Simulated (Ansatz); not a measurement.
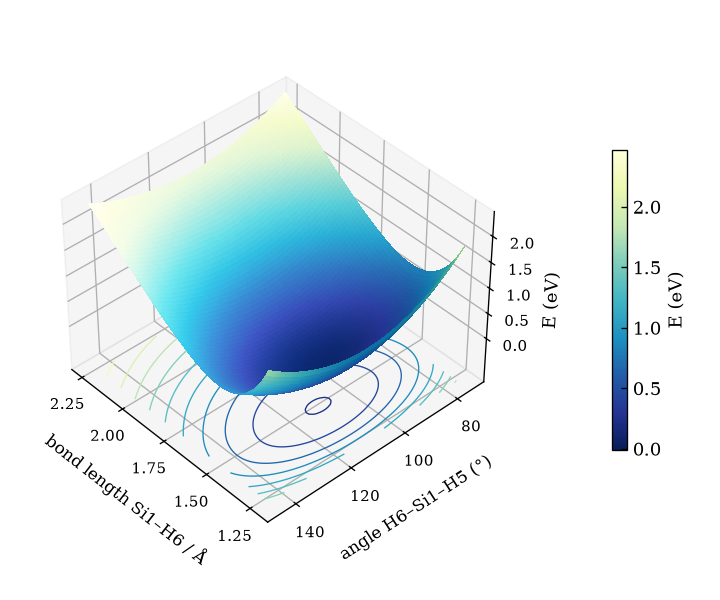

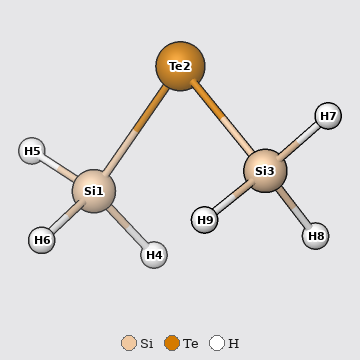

Energy landscape of H₆Si₂Te, SMILES [SiH3][Te][SiH3]. First axis: bond length Si1–H6. Second axis: angle H6–Si1–H5. Nothing is relaxed (all other coordinates rigid). Grid: 11 × 11 points. Energies are in eV, from the lowest grid point. The reference is spin-restricted, which grows unreliable where a bond is stretched far. The calculation used Ansatz, RKS PBE0-D4/def2-SVP.

The picture shows a relief with its contours projected below. Between grid points the surface is interpolated. The second picture is the structure at the lowest point.

Question: Summarise what can be read from the map.

Answer: The lowest grid point is at bond length Si1–H6 = 1.529 Å, angle H6–Si1–H5 = 109.9°. No other kind of well shows on this grid. The highest grid point, bond length Si1–H6 = 2.240 Å, angle H6–Si1–H5 = 74.9°, lies 2.47 eV above the lowest. Round the minimum the two coordinates are nearly uncoupled.

Grid values (eV):

```
angle H6–Si1–H5 ↓, bond length Si1–H6 →  1.225  1.326  1.428  1.529  1.631  1.732  1.834  1.935  2.037  2.138  2.240
                                  144.9   1.72   1.06   0.77   0.72   0.83   1.03   1.26   1.53   1.83   2.11   2.40
                                  137.9   1.45   0.79   0.51   0.46   0.58   0.78   1.03   1.32   1.62   1.93   2.23
                                  130.9   1.24   0.58   0.30   0.26   0.38   0.60   0.86   1.15   1.47   1.79   2.10
                                  123.9   1.08   0.43   0.15   0.12   0.24   0.46   0.73   1.03   1.36   1.68   2.00
                                  116.9   0.99   0.34   0.06   0.03   0.16   0.38   0.65   0.96   1.29   1.62   1.95
                                  109.9   0.96   0.31   0.03   0.00   0.13   0.35   0.62   0.93   1.27   1.60   1.93
                                  102.9   1.00   0.35   0.06   0.03   0.16   0.38   0.65   0.96   1.29   1.62   1.95
                                   95.9   1.10   0.44   0.16   0.12   0.24   0.46   0.73   1.03   1.36   1.69   2.01
                                   88.9   1.27   0.61   0.32   0.28   0.39   0.60   0.87   1.16   1.48   1.80   2.12
                                   81.9   1.50   0.84   0.54   0.50   0.61   0.81   1.06   1.35   1.65   1.96   2.27
                                   74.9   1.80   1.14   0.84   0.78   0.89   1.08   1.32   1.59   1.89   2.18   2.47
```

Each point was launched as `ansatz run input.yaml --threads 1 --pin off --max-ram 2560MiB --backend cpu --events-out ev --progress --plain --runs-dir out`. The whole map (121 points run) took 13 min on 1 thread of Arm Neoverse V1 (shared host).
